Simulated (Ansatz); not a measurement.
## Electronic structure of CH2OSi (SMILES O=C=[SiH2]) in real space

```yaml
atoms:
  - { symbol: C, position_ang: [-1.6262, -1.1049, -0.8318] }
  - { symbol: O, position_ang: [-1.5343, -1.8032, 0.0743] }
  - { symbol: Si, position_ang: [-2.0678, 0.2339, -2.0918] }
  - { symbol: H, position_ang: [-2.2113, -0.8339, -3.1535] }
  - { symbol: H, position_ang: [-0.5961, 0.5409, -2.2591] }
```

Geometry: B3LYP/6-31G*.

Computed with isolated molecule in a Gaussian basis; Kohn-Sham density functional theory, functional PBE0 (Ansatz 0.2.0).

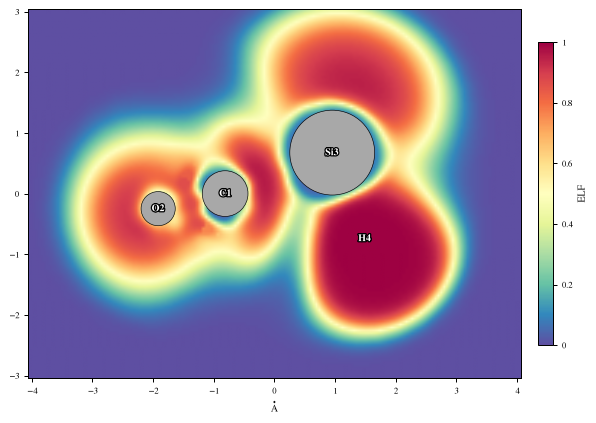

Figure 1. Electron localisation function on the plane of atoms C1, Si3 and H4. Grey discs cover the atomic cores.

What does the map show?

Answer. Atoms in the plane: C, O, Si and H.
C–O (1.15 Å): the ELF peaks at about 0.85 between the atoms; a short, multiple covalent bond.
C–Si (1.89 Å): the ELF peaks at about 0.95 between the atoms, as expected for a shared electron pair.
Si–H (1.51 Å): the ELF climbs to about 1 towards the hydrogen, as it does in any bond to H.
The ELF also peaks beside O2 and Si3, away from the bonds: lone-pair regions.

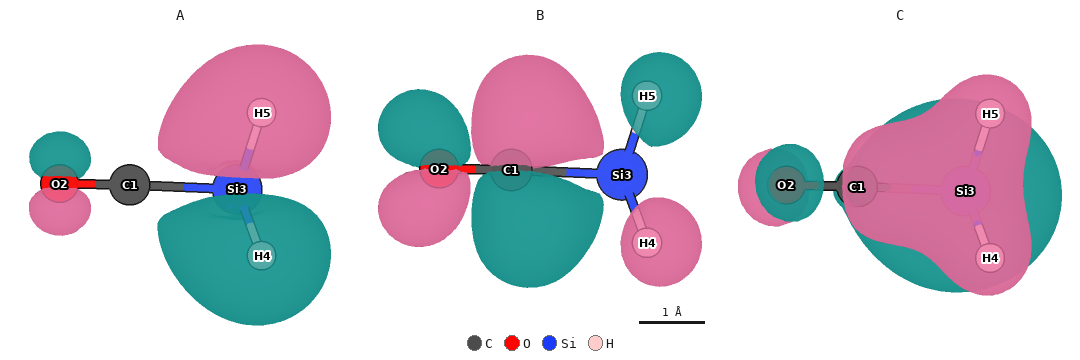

Figure 2. Three frontier orbitals at ±0.1 Å⁻³ᐟ² (teal and pink are the two phases), in no order.

Which picture is the HOMO−1, the HOMO and the LUMO?

Answer. A is the HOMO−1 (−9.64 eV). Its weight (Hirshfeld) is mainly on Si3 (about 40 %), H4 (about 25 %) and H5 (about 25 %). C is the HOMO (−6.77 eV). Its weight (Hirshfeld) is mainly on Si3 (about 70 %), C1 (about 15 %) and O2 (about 5 %). B is the LUMO (−2.03 eV). Its weight (Hirshfeld) is mainly on C1 (about 50 %) and O2 (about 25 %); π-antibonding (π*) across C1–O2.

What is the HOMO–LUMO gap?

Answer. 4.74 eV between the orbital energies.

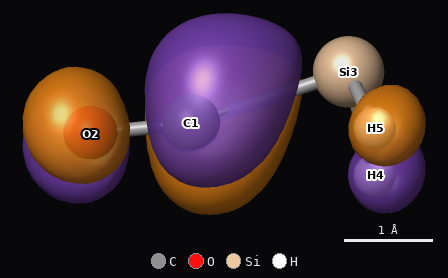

Figure 3. One frontier orbital at ±0.15 Å⁻³ᐟ² (orange and purple are the two phases), seen from one side.

Which orbital is it: HOMO or LUMO?

Answer. The LUMO, at −2.03 eV. It lies mainly on C1 (about 50 %) and O2 (about 25 %); π-antibonding (π*) across C1–O2.
